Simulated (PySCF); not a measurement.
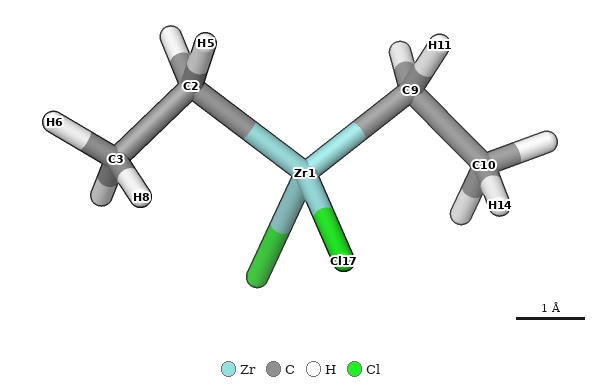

Figure 1. The structure as given in the input (stick view, seen at a tilt; atoms are numbered from 1 in the order of the input). Sticks mark near contacts. Bond lengths as drawn: Cl–Zr 2.26 to 2.43 Å, C–C 1.57 to 1.58 Å, C–H 1.03 to 1.18 Å and C–Zr 2.11 to 2.17 Å.

# Run report: C4H10Cl2Zr, geometry relaxation (part 1 of 2)

System: C4H10Cl2Zr.
Method: PBE0-D3(BJ)/def2-SVP geometry optimisation, gas phase (PySCF 2.14.0).

It belongs to a series of runs on one base structure; here: two ligands: Cl to Et.

## The input
```
{"job": {"xc": "PBE0", "basis": "def2-SVP", "d3": "d3bj", "grid": 1, "maxiter": 30, "shake": 0.03, "kind": "geom"}, "charge": 0, "multiplicity": 1}
Zr    -0.330920    -0.088820    -0.263840
C     -0.355130    -0.055350     1.903270
C     -1.906170     0.091490     2.193710
H      0.304800     0.801590     2.377800
H      0.022700    -1.005540     2.321870
H     -2.049770     0.096000     3.292260
H     -2.203500     1.048300     1.833780
H     -2.366390    -0.717570     1.756570
C      1.683940    -0.027830    -0.890340
C      1.473790    -0.044640    -2.449690
H      2.239630    -0.954650    -0.643980
H      2.305000     0.845690    -0.645310
H      2.353960    -0.009660    -3.044960
H      0.874190    -0.924210    -2.777330
H      0.920310     0.833530    -2.791200
Cl    -1.458210     1.926640    -1.032640
Cl    -1.536790    -1.815560    -1.079690
```

The first line tells a small driver script what to run in PySCF; the rest is the geometry in Å.

Run as:
```bash
OMP_NUM_THREADS=1 python <driver script> task.json out
```

## What the program printed
```
step   0  E = -1125.12658961  max force = 0.072239
step   1  E = -1125.14813227  max force = 0.021549
step   2  E = -1125.15069665  max force = 0.007511
step   3  E = -1125.15260163  max force = 0.011094
step   4  E = -1125.15324317  max force = 0.008898
step   5  E = -1125.15394633  max force = 0.003074
step   6  E = -1125.15421547  max force = 0.002416
step   7  E = -1125.15456771  max force = 0.003644
step   8  E = -1125.15478521  max force = 0.004072
step   9  E = -1125.15501429  max force = 0.004480
step  10  E = -1125.15517342  max force = 0.002888
step  11  E = -1125.15524577  max force = 0.000796
step  12  E = -1125.15527247  max force = 0.000838
step  13  E = -1125.15530539  max force = 0.000773
step  14  E = -1125.15531092  max force = 0.000953
step  15  E = -1125.15529675  max force = 0.000888
step  16  E = -1125.15529356  max force = 0.000805
step  17  E = -1125.15529613  max force = 0.000616
step  18  E = -1125.15529921  max force = 0.000390
step  19  E = -1125.15530149  max force = 0.000194
step  20  E = -1125.15530226  max force = 0.000127
step  21  E = -1125.15530267  max force = 0.000099
optimisation converged
```

## Trajectory as extended XYZ (Å, eV, eV/Å), 22 frames, from step=0 to step=21
```
17
Properties=species:S:1:pos:R:3:forces:R:3 step=0 energy=-30616.25395
Zr   -0.3309   -0.0888   -0.2638   -0.6456   2.6779   0.4133
C    -0.3551   -0.0554    1.9033    0.2720   1.1540   1.0248
C    -1.9062    0.0915    2.1937    3.7147   1.3427   2.0956
H     0.3048    0.8016    2.3778   -1.2346  -1.3865  -0.8246
H     0.0227   -1.0055    2.3219    0.0646  -0.0388   0.0758
H    -2.0498    0.0960    3.2923   -0.2686  -0.1681  -0.2555
H    -2.2035    1.0483    1.8338   -0.8841   0.9232  -0.5889
H    -2.3664   -0.7176    1.7566   -1.8856  -2.0352  -1.1361
C     1.6839   -0.0278   -0.8903    1.2640  -0.4516  -1.8627
C     1.4738   -0.0446   -2.4497   -1.5629  -0.2173   1.0973
H     2.2396   -0.9546   -0.6440    0.0536   0.1445   0.2955
H     2.3050    0.8457   -0.6453    0.0111   0.0362   0.3560
H     2.3540   -0.0097   -3.0450    1.4388  -0.2514  -0.4838
H     0.8742   -0.9242   -2.7773    0.3031   0.1852   0.0387
H     0.9203    0.8335   -2.7912   -0.3589   0.3448   0.0252
Cl   -1.4582    1.9266   -1.0326    0.4927  -0.5498   0.3018
Cl   -1.5368   -1.8156   -1.0797   -0.7745  -1.7100  -0.5727
17
Properties=species:S:1:pos:R:3:forces:R:3 step=1 energy=-30616.84016
Zr   -0.3449   -0.0671   -0.2688   -0.0139   0.0819  -0.1296
C    -0.3957   -0.0490    1.9248   -0.5502  -0.2448  -0.1336
C    -1.9097    0.1149    2.2488    1.1081   0.1118   0.3215
H     0.2144    0.7554    2.3646    0.0240   0.1558   0.0069
H    -0.0145   -0.9988    2.3484    0.0259  -0.0022  -0.0644
H    -2.0493    0.1161    3.3411   -0.1849  -0.0840   0.0504
H    -2.2706    1.0896    1.8912   -0.2807  -0.1158  -0.1515
H    -2.4857   -0.7228    1.8333   -0.2703   0.1135  -0.0700
C     1.7547   -0.0289   -0.9606   -0.2151  -0.3025  -0.4988
C     1.4973   -0.0297   -2.4830   -0.1545   0.3078   0.0780
H     2.3124   -0.9470   -0.6916   -0.0198   0.0826   0.1789
H     2.3719    0.8419   -0.6828   -0.0774   0.0045   0.1827
H     2.4225    0.0012   -3.0813    0.0504  -0.1127   0.0297
H     0.9164   -0.9061   -2.8186    0.0893  -0.0684  -0.0045
H     0.9186    0.8608   -2.7929    0.0379  -0.0328  -0.0118
Cl   -1.4075    1.9052   -1.0074    0.1419   0.0618   0.0762
Cl   -1.5590   -1.9363   -1.1049    0.2893   0.0434   0.1400
17
Properties=species:S:1:pos:R:3:forces:R:3 step=2 energy=-30616.90994
Zr   -0.3454   -0.0607   -0.2812   -0.1201  -0.0533  -0.1348
C    -0.4154   -0.0538    1.9042   -0.3862  -0.2149  -0.0400
C    -1.9045    0.1136    2.2640    0.2873   0.0121   0.2326
H     0.1939    0.7538    2.3371    0.1114   0.1444   0.0256
H    -0.0241   -1.0053    2.3136    0.0434   0.0028  -0.0375
H    -2.0448    0.1091    3.3582   -0.0710  -0.0476   0.0283
H    -2.3015    1.0809    1.9126   -0.0793  -0.1286  -0.0849
H    -2.5248   -0.7096    1.8636    0.0047   0.1709  -0.0200
C     1.7380   -0.0329   -0.9680   -0.1030  -0.1941  -0.2744
C     1.5094   -0.0223   -2.4885    0.0800   0.2120  -0.0880
H     2.2865   -0.9451   -0.6665   -0.0027   0.0163   0.0803
H     2.3380    0.8367   -0.6498   -0.0564   0.0268   0.0895
H     2.4512    0.0066   -3.0675   -0.0430  -0.0644   0.0778
H     0.9478   -0.9035   -2.8427    0.0369  -0.0436   0.0250
H     0.9371    0.8683   -2.8089    0.0353  -0.0481   0.0088
Cl   -1.3709    1.9253   -1.0049    0.0480   0.1770   0.0175
Cl   -1.4990   -1.9617   -1.1152    0.2146   0.0322   0.0943
17
Properties=species:S:1:pos:R:3:forces:R:3 step=3 energy=-30616.96177
Zr   -0.3594   -0.0476   -0.3086   -0.2667   0.1408  -0.0247
C    -0.4685   -0.0674    1.8832    0.0346  -0.0098  -0.0607
C    -1.9221    0.1017    2.3028   -0.5705  -0.0602   0.1412
H     0.1544    0.7463    2.3039    0.0572  -0.0468  -0.0510
H    -0.0541   -1.0219    2.2616    0.0421   0.0062   0.0059
H    -2.0606    0.0827    3.3999    0.0819   0.0038  -0.0309
H    -2.3611    1.0548    1.9577    0.1276  -0.0164   0.0048
H    -2.5880   -0.6946    1.9116    0.2106   0.0550   0.0075
C     1.7132   -0.0376   -0.9852   -0.0473  -0.0678   0.0954
C     1.5559   -0.0054   -2.5051    0.2716  -0.0035  -0.1936
H     2.2409   -0.9443   -0.6350    0.0125  -0.0365  -0.0473
H     2.2776    0.8292   -0.5970   -0.0197   0.0489  -0.0327
H     2.5266    0.0191   -3.0356   -0.0511   0.0064   0.0666
H     1.0261   -0.8934   -2.8895   -0.0246   0.0057   0.0332
H     0.9996    0.8839   -2.8476   -0.0058  -0.0092   0.0146
Cl   -1.3198    1.9946   -1.0088    0.0859  -0.0115   0.0437
Cl   -1.3894   -2.0004   -1.1482    0.0616  -0.0052   0.0280
17
Properties=species:S:1:pos:R:3:forces:R:3 step=4 energy=-30616.97923
Zr   -0.3778   -0.0369   -0.3203   -0.1720   0.0750   0.0149
C    -0.5004   -0.0755    1.8693    0.0405   0.0029  -0.0154
C    -1.9462    0.0937    2.3198   -0.4575  -0.0573   0.0194
H     0.1383    0.7328    2.2776    0.0344  -0.0291  -0.0237
H    -0.0747   -1.0320    2.2304    0.0184   0.0008   0.0148
H    -2.0758    0.0641    3.4172    0.1062   0.0150  -0.0304
H    -2.3868    1.0462    1.9783    0.1147   0.0330   0.0402
H    -2.6128   -0.6950    1.9215    0.1477  -0.0170   0.0187
C     1.6985   -0.0393   -0.9852   -0.0391  -0.0220   0.1153
C     1.5930    0.0044   -2.5089    0.2189  -0.0659  -0.1237
H     2.2146   -0.9482   -0.6228    0.0162  -0.0229  -0.0509
H     2.2465    0.8268   -0.5702    0.0001   0.0310  -0.0456
H     2.5793    0.0264   -3.0063   -0.0062   0.0236   0.0466
H     1.0745   -0.8828   -2.9099   -0.0323   0.0210   0.0156
H     1.0485    0.8952   -2.8636   -0.0132   0.0052   0.0070
Cl   -1.2892    2.0260   -1.0031    0.0371   0.0510   0.0035
Cl   -1.3581   -2.0066   -1.1635   -0.0138  -0.0445  -0.0062
17
Properties=species:S:1:pos:R:3:forces:R:3 step=5 energy=-30616.99837
Zr   -0.4188   -0.0155   -0.3439   -0.0442   0.0274   0.0020
C    -0.5631   -0.0878    1.8421    0.0826   0.0139   0.0179
C    -1.9966    0.0806    2.3412   -0.1026  -0.0189  -0.1581
H     0.1049    0.7080    2.2313   -0.0293  -0.0023   0.0164
H    -0.1244   -1.0490    2.1767   -0.0126  -0.0050   0.0089
H    -2.0955    0.0295    3.4387    0.0777   0.0218   0.0090
H    -2.4297    1.0404    2.0170    0.0342   0.0661   0.0703
H    -2.6568   -0.7006    1.9310   -0.0152  -0.0813   0.0334
C     1.6722   -0.0457   -0.9785   -0.0448   0.0365   0.0423
C     1.6743    0.0151   -2.5070    0.0435  -0.0973   0.0065
H     2.1670   -0.9609   -0.6018    0.0174   0.0050  -0.0012
H     2.1959    0.8190   -0.5267    0.0216  -0.0090  -0.0185
H     2.6907    0.0306   -2.9340    0.0495   0.0315   0.0275
H     1.1723   -0.8650   -2.9425   -0.0195   0.0274  -0.0161
H     1.1583    0.9119   -2.8871   -0.0025   0.0154  -0.0007
Cl   -1.2335    2.0952   -1.0033    0.0141  -0.0063  -0.0110
Cl   -1.3456   -2.0063   -1.1927   -0.0698  -0.0249  -0.0288
17
Properties=species:S:1:pos:R:3:forces:R:3 step=6 energy=-30617.00569
Zr   -0.4399   -0.0065   -0.3595    0.0087  -0.0499  -0.0087
C    -0.5903   -0.0901    1.8241    0.0548   0.0182   0.0191
C    -2.0202    0.0789    2.3393    0.0560  -0.0111  -0.1242
H     0.0856    0.7005    2.2110   -0.0421   0.0070   0.0250
H    -0.1509   -1.0539    2.1514   -0.0180  -0.0037  -0.0005
H    -2.0955    0.0185    3.4377    0.0367   0.0188   0.0222
H    -2.4488    1.0464    2.0339    0.0026   0.0454   0.0441
H    -2.6824   -0.7014    1.9330   -0.0524  -0.0600   0.0191
C     1.6605   -0.0515   -0.9685   -0.0259   0.0391  -0.0215
C     1.7179    0.0133   -2.4969   -0.0214  -0.0647   0.0360
H     2.1444   -0.9693   -0.5837    0.0098   0.0131   0.0269
H     2.1769    0.8116   -0.5046    0.0177  -0.0218   0.0083
H     2.7498    0.0255   -2.8843    0.0469   0.0202   0.0196
H     1.2231   -0.8600   -2.9535   -0.0021   0.0165  -0.0152
H     1.2203    0.9148   -2.8910    0.0100   0.0124   0.0031
Cl   -1.2083    2.1188   -1.0159   -0.0182   0.0084  -0.0197
Cl   -1.3706   -1.9963   -1.2124   -0.0632   0.0125  -0.0333
17
Properties=species:S:1:pos:R:3:forces:R:3 step=7 energy=-30617.01527
Zr   -0.4746    0.0058   -0.3927    0.0442  -0.0961  -0.0296
C    -0.6330   -0.0921    1.7878   -0.0032   0.0200  -0.0057
C    -2.0558    0.0777    2.3254    0.1874  -0.0162   0.0273
H     0.0467    0.6924    2.1795   -0.0210   0.0131   0.0186
H    -0.1959   -1.0600    2.1058   -0.0073  -0.0060  -0.0137
H    -2.0887    0.0033    3.4253   -0.0358   0.0124   0.0180
H    -2.4778    1.0588    2.0563   -0.0329  -0.0061  -0.0161
H    -2.7293   -0.7006    1.9337   -0.0552   0.0069  -0.0130
C     1.6418   -0.0626   -0.9457    0.0047   0.0157  -0.0874
C     1.7963    0.0054   -2.4680   -0.0494   0.0094   0.0440
H     2.1026   -0.9832   -0.5388   -0.0056   0.0080   0.0445
H     2.1459    0.7951   -0.4580   -0.0002  -0.0223   0.0380
H     2.8536    0.0118   -2.7814    0.0156  -0.0054  -0.0001
H     1.3186   -0.8547   -2.9651    0.0214  -0.0101   0.0051
H     1.3356    0.9159   -2.8865    0.0226   0.0059   0.0147
Cl   -1.1783    2.1511   -1.0509   -0.0527  -0.0043  -0.0107
Cl   -1.4363   -1.9647   -1.2665   -0.0326   0.0750  -0.0339
17
Properties=species:S:1:pos:R:3:forces:R:3 step=8 energy=-30617.02119
Zr   -0.5040    0.0167   -0.4279    0.0548  -0.0772  -0.0311
C    -0.6689   -0.0956    1.7507   -0.0523   0.0228  -0.0160
C    -2.0833    0.0727    2.3100    0.2094  -0.0245   0.1453
H     0.0120    0.6842    2.1492    0.0039   0.0020  -0.0008
H    -0.2321   -1.0676    2.0571    0.0043  -0.0092  -0.0175
H    -2.0849   -0.0142    3.4102   -0.0740   0.0046   0.0049
H    -2.5018    1.0633    2.0713   -0.0466  -0.0380  -0.0586
H    -2.7708   -0.7002    1.9303   -0.0293   0.0504  -0.0365
C     1.6255   -0.0712   -0.9233    0.0180  -0.0151  -0.0798
C     1.8700    0.0003   -2.4326   -0.0193   0.0565   0.0380
H     2.0586   -0.9943   -0.4910   -0.0160  -0.0046   0.0296
H     2.1136    0.7788   -0.4057   -0.0135  -0.0099   0.0376
H     2.9461    0.0000   -2.6766   -0.0127  -0.0230  -0.0221
H     1.4134   -0.8489   -2.9662    0.0267  -0.0272   0.0216
H     1.4460    0.9193   -2.8709    0.0203   0.0015   0.0171
Cl   -1.1668    2.1749   -1.0834   -0.0684  -0.0093  -0.0049
Cl   -1.5011   -1.9189   -1.3407   -0.0052   0.1001  -0.0268
17
Properties=species:S:1:pos:R:3:forces:R:3 step=9 energy=-30617.02743
Zr   -0.5430    0.0374   -0.4827    0.0622   0.0152  -0.0151
C    -0.7198   -0.1039    1.6933   -0.1005   0.0092  -0.0232
C    -2.1187    0.0582    2.2878    0.1563  -0.0260   0.2304
H    -0.0345    0.6677    2.1003    0.0369  -0.0090  -0.0254
H    -0.2803   -1.0824    1.9757    0.0145  -0.0093  -0.0185
H    -2.0876   -0.0488    3.3867   -0.0892  -0.0064  -0.0161
H    -2.5356    1.0581    2.0871   -0.0501  -0.0556  -0.0919
H    -2.8258   -0.7025    1.9169    0.0105   0.0777  -0.0540
C     1.6024   -0.0804   -0.8911    0.0089  -0.0470  -0.0245
C     1.9794   -0.0031   -2.3697    0.0365   0.0816   0.0319
H     1.9849   -1.0094   -0.4221   -0.0208  -0.0212  -0.0123
H     2.0595    0.7549   -0.3225   -0.0197   0.0133   0.0129
H     3.0740   -0.0178   -2.5135   -0.0359  -0.0343  -0.0451
H     1.5582   -0.8382   -2.9517    0.0199  -0.0347   0.0289
H     1.6122    0.9280   -2.8325    0.0066  -0.0009   0.0091
Cl   -1.1659    2.2104   -1.1275   -0.0671  -0.0173   0.0014
Cl   -1.5880   -1.8287   -1.4743    0.0310   0.0646   0.0116
17
Properties=species:S:1:pos:R:3:forces:R:3 step=10 energy=-30617.03176
Zr   -0.5389    0.0392   -0.4822    0.0378   0.0633  -0.0015
C    -0.7199   -0.1068    1.6936   -0.0661  -0.0011  -0.0105
C    -2.1175    0.0531    2.2879    0.0639  -0.0158   0.1485
H    -0.0327    0.6638    2.0994    0.0321  -0.0092  -0.0195
H    -0.2782   -1.0861    1.9704    0.0091  -0.0063  -0.0098
H    -2.1011   -0.0539    3.3869   -0.0481  -0.0057  -0.0177
H    -2.5378    1.0500    2.0783   -0.0322  -0.0394  -0.0610
H    -2.8233   -0.7043    1.9075    0.0163   0.0542  -0.0331
C     1.6056   -0.0778   -0.8885    0.0046  -0.0367   0.0173
C     1.9833    0.0026   -2.3653    0.0454   0.0469   0.0129
H     1.9830   -1.0090   -0.4194   -0.0131  -0.0182  -0.0203
H     2.0591    0.7550   -0.3132   -0.0079   0.0147   0.0013
H     3.0772   -0.0145   -2.5136   -0.0256  -0.0225  -0.0270
H     1.5626   -0.8349   -2.9443    0.0085  -0.0144   0.0106
H     1.6161    0.9340   -2.8269   -0.0006  -0.0050  -0.0015
Cl   -1.1847    2.2072   -1.1258   -0.0382  -0.0304   0.0038
Cl   -1.5813   -1.8182   -1.4844    0.0141   0.0257   0.0074
17
Properties=species:S:1:pos:R:3:forces:R:3 step=11 energy=-30617.03373
Zr   -0.5265    0.0422   -0.4724    0.0218   0.0409   0.0252
C    -0.7177   -0.1102    1.7029    0.0009  -0.0092   0.0041
C    -2.1177    0.0488    2.2885   -0.0262   0.0073  -0.0136
H    -0.0250    0.6579    2.1062    0.0006  -0.0103  -0.0008
H    -0.2749   -1.0909    1.9746   -0.0048  -0.0007   0.0010
H    -2.1314   -0.0568    3.3868    0.0098  -0.0029  -0.0042
H    -2.5421    1.0392    2.0576   -0.0050  -0.0003  -0.0015
H    -2.8160   -0.7041    1.8877    0.0019  -0.0062   0.0040
C     1.6169   -0.0734   -0.8854    0.0071  -0.0030   0.0247
C     1.9807    0.0118   -2.3651    0.0222  -0.0117  -0.0045
H     1.9927   -1.0093   -0.4247   -0.0038  -0.0045  -0.0117
H     2.0722    0.7573   -0.3077    0.0066  -0.0023  -0.0070
H     3.0711   -0.0082   -2.5326    0.0041  -0.0030   0.0082
H     1.5556   -0.8297   -2.9354   -0.0091   0.0100  -0.0091
H     1.6072    0.9419   -2.8235   -0.0096  -0.0042  -0.0066
Cl   -1.2133    2.1948   -1.1170   -0.0078   0.0106  -0.0069
Cl   -1.5604   -1.8122   -1.4804   -0.0087  -0.0106  -0.0013
```
